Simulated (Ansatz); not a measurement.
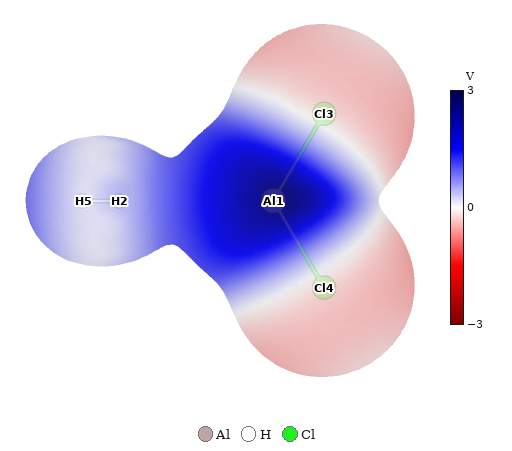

Figure. AlCl$_{2}$···H$_{2}$ (doublet). The molecular electrostatic potential painted on the density surface at 0.002 e/bohr³, seen across its widest extent; the colour scale runs from red (negative) to blue (positive).

Method: Ansatz 0.2.0, UKS B3LYP-D4/def2-SVP.

Input file:

```
crystal:
  periodic: [false, false, false]
  atoms:
    - { symbol: Al, position_ang: [0.0, 0.0, -0.342601] }
    - { symbol: H, position_ang: [0.0, 0.0, 2.421925] }
    - { symbol: Cl, position_ang: [1.823376, 0.0, -1.435788] }
    - { symbol: Cl, position_ang: [-1.823376, 0.0, -1.435788] }
    - { symbol: H, position_ang: [0.0, 0.0, 3.142252] }
magnetization:
  spin_polarized: true
  initial_magnetization: 1
basis:
  gaussian: { orbitals: def2-SVP }
hamiltonian:
  xc: b3lyp
  dispersion: d4
relax:
  f_tol: 0.03
  max_steps: 50
output:
  orbitals: {}
```

Command:

```sh
ansatz run input.yaml --threads 1 --pin off --max-ram 2048MiB --backend cpu --events-out ev --progress --plain --runs-dir out
```

The fields are those of the run's last geometry, not of the input's.

Where is the surface potential most negative and most positive?

The most negative region (about −0.5 V) lies over Cl3 and Cl4, the most positive (about +2.5 V) over Al1.
